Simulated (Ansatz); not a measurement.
Geometry relaxation of CH4Cl2Si

CH4Cl2Si, computed with RKS PBE0-D4/6-31G* (Ansatz 0.2.0).

It belongs to a series of runs on one base structure; here: end point A relaxed. Figures and captions count atoms from 1; the log counts them from 0 in places.

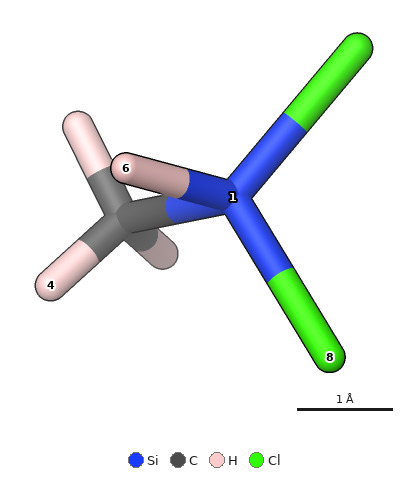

**Figure 1.** The structure as given in the input (stick view, seen at a tilt; atoms are numbered from 1 in the order of the input).

### The input
```yaml
crystal:
  periodic: [false, false, false]
  atoms:
    - { symbol: Si, position_ang: [0.276984, 0.00793, 0.04346] }
    - { symbol: C, position_ang: [0.834072, -0.011218, 1.80424] }
    - { symbol: H, position_ang: [0.091905, -0.173845, 2.590623] }
    - { symbol: H, position_ang: [1.591261, -0.804099, 1.866613] }
    - { symbol: H, position_ang: [1.331357, 0.949646, 1.996793] }
    - { symbol: H, position_ang: [1.653988, 0.083769, -0.410714] }
    - { symbol: Cl, position_ang: [-0.828256, 1.643992, -0.504461] }
    - { symbol: Cl, position_ang: [-0.679711, -1.696175, -0.570655] }
basis:
  gaussian: { orbitals: "6-31G*" }
hamiltonian:
  xc: pbe0
  dispersion: d4
relax:
  f_tol: 0.03
  max_steps: 50
output:
  orbitals: {}
```

Launch command:
```bash
ansatz run input.yaml --threads 1 --pin off --max-ram 2048MiB --backend cpu --events-out ev --progress --plain --runs-dir out
```

### Log
```
The last accepted step is kept in [file] (removed where the run ends without a failure and the disk answers)
Engine: ansatz 0.2.0, aarch64-unknown-linux-gnu
Functional definition: PBE0
  parameter a = 0.25
  parameter kappa = 0.804
  parameter beta = 0.06672455060314922
  exchange = (1 - a)*pbe_x(kappa = kappa, mu = beta*pi^2/3) + a*exact_x
  correlation = pbe_c(beta = beta)
854 factors; integrals over basis functions are off by at most 5.9e-4 eV
mean field evaluation 1: about -34010.2909 eV, gradient 3.8e1 eV
mean field evaluation 2: about -34009.5132 eV, gradient 4.0e1 eV
mean field evaluation 4: about -34013.6712 eV, gradient 1.0e0 eV
mean field evaluation 8: about -34013.6869 eV, gradient 7.1e-3 eV
mean field -34013.68685363 eV, -1249.9799365659 hartree, gradient 1.3e-5 eV, S^2 0.000000; 0 other end points of the search recorded, 0 dependent functions left out
the calculation of the forces begins
reference -34013.68687521 eV, -1249.9799373591 hartree; 29, 29 occupied and 51, 51 virtual orbitals, 854 factors
relax step   1: F+E_penalty+E_count = -34013.86115966 eV  Δ(F+E_penalty+E_count) = +0.000e0 eV  max|allowed force component| = 1.369e0 eV/Å  Δτ_max = 0.0000 Å  (24 SCF iters, accepted)
these checks for a lower state are left out or cut short: starts, cluster_reference, orbital_swaps, neighbouring_geometries, increment
854 factors; integrals over basis functions are off by at most 6.0e-4 eV
mean field evaluation 16: about -34013.9009 eV, gradient 3.3e-2 eV
mean field -34013.91357883 eV, -1249.9882685632 hartree, gradient 1.9e-5 eV, S^2 0.000000; 0 other end points of the search recorded, 0 dependent functions left out
the calculation of the forces begins
reference -34013.91360040 eV, -1249.9882693561 hartree; 29, 29 occupied and 51, 51 virtual orbitals, 854 factors
relax step   2: F+E_penalty+E_count = -34014.08822444 eV  Δ(F+E_penalty+E_count) = -2.271e-1 eV  max|allowed force component| = 3.315e-1 eV/Å  Δτ_max = 0.1987 Å  (26 SCF iters, accepted)
these checks for a lower state are left out or cut short: starts, cluster_reference, orbital_swaps, neighbouring_geometries, increment
854 factors; integrals over basis functions are off by at most 5.7e-4 eV
mean field -34013.97953766 eV, -1249.9906925056 hartree, gradient 1.5e-5 eV, S^2 0.000000; 0 other end points of the search recorded, 0 dependent functions left out
the calculation of the forces begins
reference -34013.97955921 eV, -1249.9906932974 hartree; 29, 29 occupied and 51, 51 virtual orbitals, 854 factors
relax step   3: F+E_penalty+E_count = -34014.15443848 eV  Δ(F+E_penalty+E_count) = -6.621e-2 eV  max|allowed force component| = 3.159e-1 eV/Å  Δτ_max = 0.1381 Å  (26 SCF iters, accepted)
these checks for a lower state are left out or cut short: starts, cluster_reference, orbital_swaps, neighbouring_geometries, increment
854 factors; integrals over basis functions are off by at most 5.3e-4 eV
mean field evaluation 32: about -34013.9906 eV, gradient 2.5e-4 eV
mean field -34013.99058679 eV, -1249.9910985535 hartree, gradient 1.9e-5 eV, S^2 0.000000; 0 other end points of the search recorded, 0 dependent functions left out
the calculation of the forces begins
reference -34013.99060842 eV, -1249.9910993484 hartree; 29, 29 occupied and 51, 51 virtual orbitals, 854 factors
relax step   4: F+E_penalty+E_count = -34014.16619123 eV  Δ(F+E_penalty+E_count) = -1.175e-2 eV  max|allowed force component| = 5.598e-1 eV/Å  Δτ_max = 0.2000 Å  (24 SCF iters, accepted)
these checks for a lower state are left out or cut short: starts, cluster_reference, orbital_swaps, neighbouring_geometries, increment
854 factors; integrals over basis functions are off by at most 5.1e-4 eV
mean field -34014.01252049 eV, -1249.9919046022 hartree, gradient 2.4e-5 eV, S^2 0.000000; 0 other end points of the search recorded, 0 dependent functions left out
the calculation of the forces begins
reference -34014.01254221 eV, -1249.9919054005 hartree; 29, 29 occupied and 51, 51 virtual orbitals, 854 factors
relax step   5: F+E_penalty+E_count = -34014.18893447 eV  Δ(F+E_penalty+E_count) = -2.274e-2 eV  max|allowed force component| = 2.689e-1 eV/Å  Δτ_max = 0.0922 Å  (26 SCF iters, accepted)
these checks for a lower state are left out or cut short: starts, cluster_reference, orbital_swaps, neighbouring_geometries, increment
854 factors; integrals over basis functions are off by at most 5.3e-4 eV
mean field -34014.02121915 eV, -1249.9922242722 hartree, gradient 2.0e-5 eV, S^2 0.000000; 0 other end points of the search recorded, 0 dependent functions left out
the calculation of the forces begins
reference -34014.02124076 eV, -1249.9922250662 hartree; 29, 29 occupied and 51, 51 virtual orbitals, 854 factors
relax step   6: F+E_penalty+E_count = -34014.19689759 eV  Δ(F+E_penalty+E_count) = -7.963e-3 eV  max|allowed force component| = 6.724e-2 eV/Å  Δτ_max = 0.0608 Å  (26 SCF iters, accepted)
these checks for a lower state are left out or cut short: starts, cluster_reference, orbital_swaps, neighbouring_geometries, increment
854 factors; integrals over basis functions are off by at most 5.3e-4 eV
mean field -34014.02159092 eV, -1249.9922379344 hartree, gradient 1.8e-5 eV, S^2 0.000000; 0 other end points of the search recorded, 0 dependent functions left out
the calculation of the forces begins
reference -34014.02161252 eV, -1249.9922387283 hartree; 29, 29 occupied and 51, 51 virtual orbitals, 854 factors
relax step   7: F+E_penalty+E_count = -34014.19745155 eV  Δ(F+E_penalty+E_count) = -5.540e-4 eV  max|allowed force component| = 9.172e-3 eV/Å  Δτ_max = 0.0121 Å  (22 SCF iters, accepted)
854 factors; integrals over basis functions are off by at most 5.3e-4 eV
mean field evaluation 64: about -34014.0216 eV, gradient 3.1e-2 eV
```

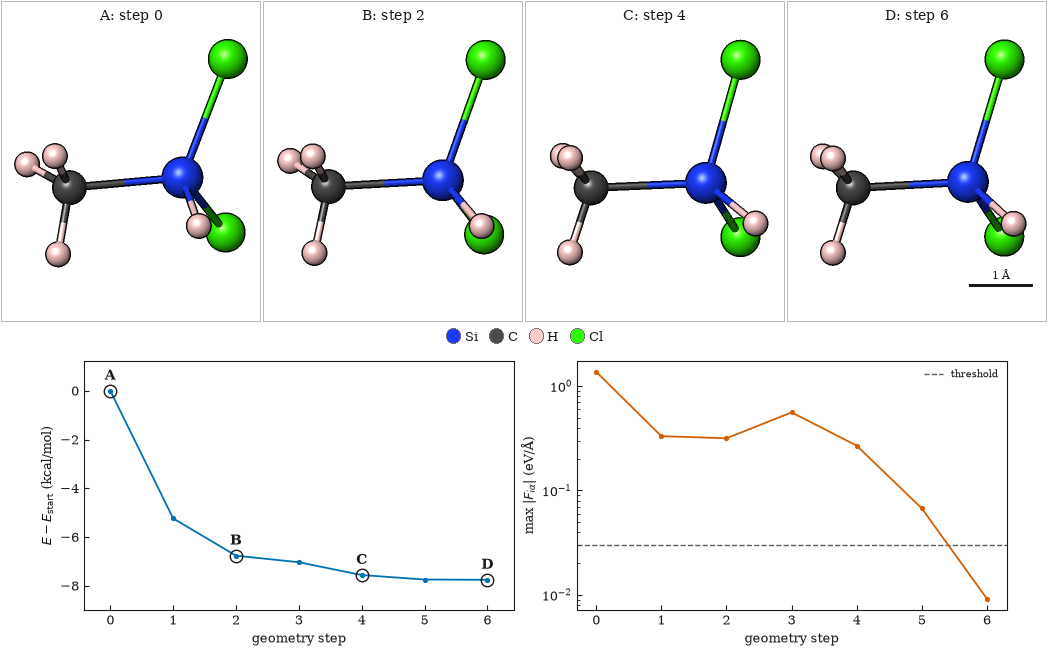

**Figure 2.** Frames of the relaxation (ball-and-stick view, seen at a tilt) above the curves, on which the letters mark them (the first geometry is step 0 here and step 1 in the log).

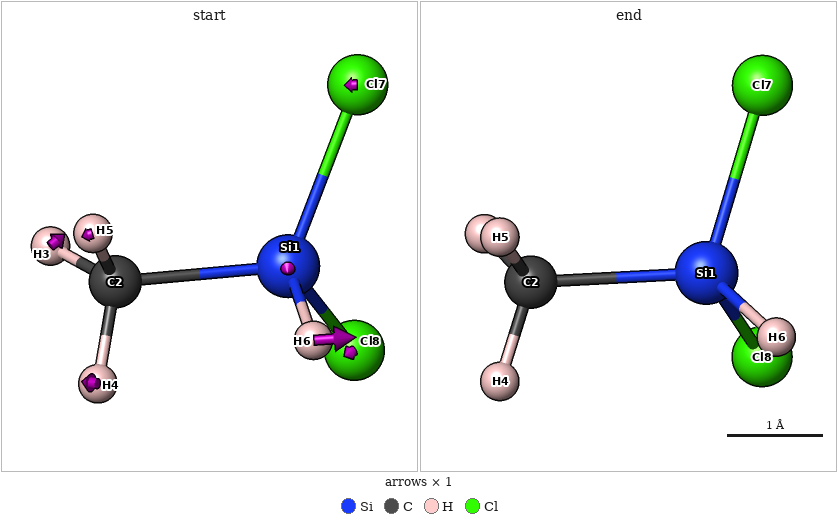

**Figure 3.** Before (left) and after (right) the relaxation, at one scale (ball-and-stick view, seen at a tilt). The pink arrows give the displacements, at true length. The largest move after the best rigid fit is that of H6, 0.46 Å. Largest moves by element: H 0.46 Å, Cl 0.15 Å, Si 0.14 Å, C 0.04 Å. Distances before and after: Si1–H6 1.452 → 1.480 Å, Si1–Cl7 2.049 → 2.060 Å, Si1–C2 1.847 → 1.858 Å. Among the angles that change: C2–Si1–H6 90.7° → 114.0°, Si1–C2–H3 118.8° → 110.7°, C2–Si1–Cl7 115.2° → 109.6°. The energy falls by 7.76 kcal/mol in 6 geometry steps. Largest force component: 1.4 eV/Å at the start, 0.0092 eV/Å at the end. (Atoms are counted from 1 in the order of the input.)

```
mean field -34014.02159092 eV, -1249.9922379344 hartree, gradient 1.8e-5 eV, S^2 0.000000; 1 other end points of the search recorded, 0 dependent functions left out
the calculation of the forces begins
reference -34014.02161252 eV, -1249.9922387283 hartree; 29, 29 occupied and 51, 51 virtual orbitals, 854 factors
Total energy: -34014.19747316 eV, -1249.9987014874 hartree
Atom 0 at     0.412830     0.017650     0.033108 Å, force    -0.005613    -0.000787     0.009172 eV/Å
Atom 1 at     0.847783    -0.009335     1.838770 Å, force     0.003923     0.000012     0.000478 eV/Å
Atom 2 at    -0.053928    -0.099201     2.452339 Å, force    -0.004807     0.000413    -0.000770 eV/Å
Atom 3 at     1.502657    -0.858788     2.060049 Å, force     0.001024    -0.004791    -0.000670 eV/Å
Atom 4 at     1.366603     0.913361     2.119509 Å, force     0.001351     0.004515    -0.000611 eV/Å
Atom 5 at     1.583163     0.128550    -0.865433 Å, force     0.004650     0.000997    -0.004948 eV/Å
Atom 6 at    -0.811586     1.627377    -0.357944 Å, force    -0.000653     0.001715    -0.001188 eV/Å
Atom 7 at    -0.575922    -1.719614    -0.464499 Å, force     0.000126    -0.002074    -0.001462 eV/Å
Dipole moment:     0.391422     0.016541     0.346967 e Å
```

### Trajectory as extended XYZ (Å, eV, eV/Å), 7 frames, from step=1 to step=7
```
8
Properties=species:S:1:pos:R:3:forces:R:3 step=1 energy=-34013.86116
Si    0.2770    0.0079    0.0435    0.4002   0.0179   0.6059
C     0.8341   -0.0112    1.8042   -0.6639  -0.0399   0.7851
H     0.0919   -0.1738    2.5906   -0.0231  -0.0011   0.0231
H     1.5913   -0.8041    1.8666   -0.0486   0.0548   0.0194
H     1.3314    0.9496    1.9968    0.0027  -0.0846  -0.0481
H     1.6540    0.0838   -0.4107    0.3382   0.0620  -1.3693
Cl   -0.8283    1.6440   -0.5045   -0.0118   0.0012  -0.0013
Cl   -0.6797   -1.6962   -0.5707    0.0063  -0.0102  -0.0148
8
Properties=species:S:1:pos:R:3:forces:R:3 step=2 energy=-34014.08822
Si    0.3301    0.0103    0.0617    0.2935   0.0156   0.0062
C     0.8111   -0.0138    1.8496    0.0500   0.0373   0.0036
H     0.0598   -0.1739    2.6237   -0.1349  -0.0032  -0.1056
H     1.5708   -0.8040    1.9078   -0.0222   0.0026   0.1806
H     1.3202    0.9424    2.0283   -0.0093  -0.0437   0.1252
H     1.6546    0.0916   -0.6093   -0.2426  -0.0018  -0.3315
Cl   -0.8136    1.6265   -0.4887    0.0214   0.0649   0.0697
Cl   -0.6615   -1.6793   -0.5573    0.0441  -0.0718   0.0518
8
Properties=species:S:1:pos:R:3:forces:R:3 step=3 energy=-34014.15444
Si    0.3623    0.0126    0.0566    0.2256   0.0209  -0.2167
C     0.8109   -0.0128    1.8558    0.3159   0.0197  -0.1005
H     0.0113   -0.1606    2.5842   -0.0969   0.0037  -0.1270
H     1.5558   -0.8139    1.9633   -0.0940   0.0147   0.1449
H     1.3265    0.9339    2.0647   -0.0658  -0.0324   0.1144
H     1.6241    0.0991   -0.7437   -0.2917  -0.0148   0.0676
Cl   -0.7953    1.6413   -0.4427    0.0001  -0.0132   0.0629
Cl   -0.6240   -1.6996   -0.5223    0.0067   0.0013   0.0543
8
Properties=species:S:1:pos:R:3:forces:R:3 step=4 energy=-34014.16619
Si    0.4087    0.0151    0.0158    0.0046  -0.0061   0.3653
C     0.8782   -0.0086    1.8198   -0.5598  -0.2306   0.5539
H    -0.0628   -0.1062    2.4066    0.4955   0.0262  -0.1779
H     1.5307   -0.8605    2.0942   -0.2344   0.3093  -0.2580
H     1.3618    0.9253    2.1401   -0.0231  -0.1102  -0.1754
H     1.5940    0.1224   -0.8403    0.1092   0.0191  -0.3359
Cl   -0.8296    1.6259   -0.3533    0.1143  -0.0883   0.0128
Cl   -0.6095   -1.7134   -0.4671    0.0936   0.0805   0.0153
8
Properties=species:S:1:pos:R:3:forces:R:3 step=5 energy=-34014.18893
Si    0.4415    0.0189    0.0294   -0.2689  -0.0138  -0.0099
C     0.8462   -0.0093    1.8404    0.2089   0.0122  -0.0670
H    -0.0726   -0.0996    2.4249   -0.0617  -0.0055   0.0110
H     1.4932   -0.8594    2.0777    0.0159  -0.0176   0.0266
H     1.3555    0.9131    2.1359    0.0157   0.0185   0.0247
H     1.5626    0.1283   -0.9268    0.1145   0.0051   0.0869
Cl   -0.7946    1.6281   -0.3284   -0.0161   0.0360  -0.0371
Cl   -0.5601   -1.7202   -0.4372   -0.0083  -0.0351  -0.0353
8
Properties=species:S:1:pos:R:3:forces:R:3 step=6 energy=-34014.19690
Si    0.4082    0.0173    0.0354    0.0672   0.0062  -0.0586
C     0.8487   -0.0095    1.8399   -0.0273   0.0054   0.0006
H    -0.0539   -0.1060    2.4515    0.0075  -0.0003   0.0147
H     1.5089   -0.8553    2.0601   -0.0071  -0.0031  -0.0069
H     1.3610    0.9164    2.1224   -0.0040  -0.0014  -0.0074
H     1.5776    0.1244   -0.8680   -0.0189   0.0013   0.0246
Cl   -0.8044    1.6367   -0.3605   -0.0041  -0.0426   0.0165
Cl   -0.5744   -1.7241   -0.4649   -0.0133   0.0346   0.0165
8
Properties=species:S:1:pos:R:3:forces:R:3 step=7 energy=-34014.19745
Si    0.4128    0.0176    0.0331   -0.0056  -0.0008   0.0092
C     0.8478   -0.0093    1.8388    0.0039   0.0000   0.0005
H    -0.0539   -0.0992    2.4523   -0.0048   0.0004  -0.0008
H     1.5027   -0.8588    2.0600    0.0010  -0.0048  -0.0007
H     1.3666    0.9134    2.1195    0.0014   0.0045  -0.0006
H     1.5832    0.1285   -0.8654    0.0046   0.0010  -0.0049
Cl   -0.8116    1.6274   -0.3579   -0.0007   0.0017  -0.0012
Cl   -0.5759   -1.7196   -0.4645    0.0001  -0.0021  -0.0015
```

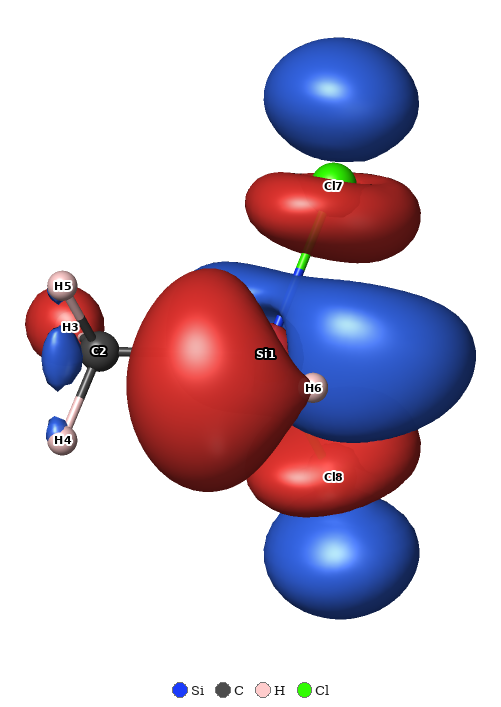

**Figure 4.** The LUMO at ±0.1 Å⁻³ᐟ² (red and blue are the two phases), seen at an oblique angle. It lies mainly on Si1 (40 %), Cl7 (20 %) and Cl8 (20 %). Its energy is 0.46 eV.

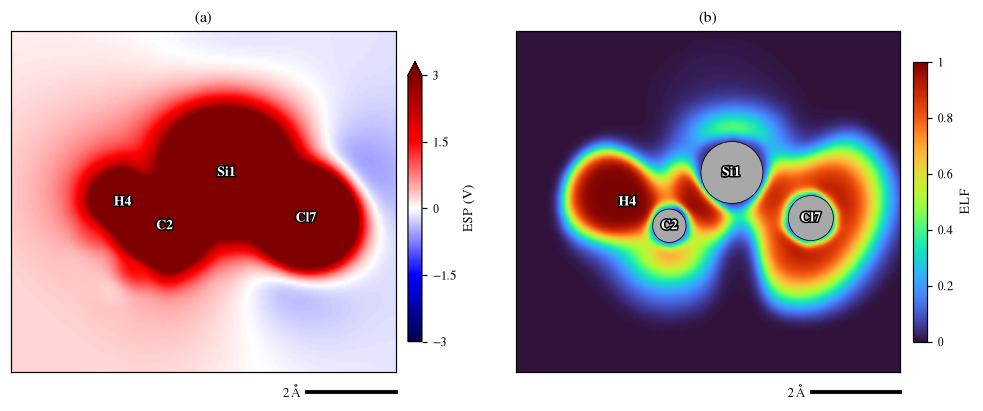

**Figure 5.** (a) molecular electrostatic potential; (b) electron localisation function on the plane of atoms Si1, C2 and H4. Grey discs, where drawn, cover atomic cores. The section cuts through Si, C, H and Cl sites. C–Si (1.86 Å): the ELF peaks at about 0.95 between the atoms, which marks localised, shared-pair bonding.

### Summary

- outcome: converged
- total energy: −34014.1975 eV
- mean-field energy: −34014.0216 eV
- largest force (length of the vector) at the end: 0.011 eV/Å
- hardware: 1 thread of Arm Neoverse V1, 24 GiB of memory available, shared host
- wall time: 32 s
- peak memory: 0.17 GiB
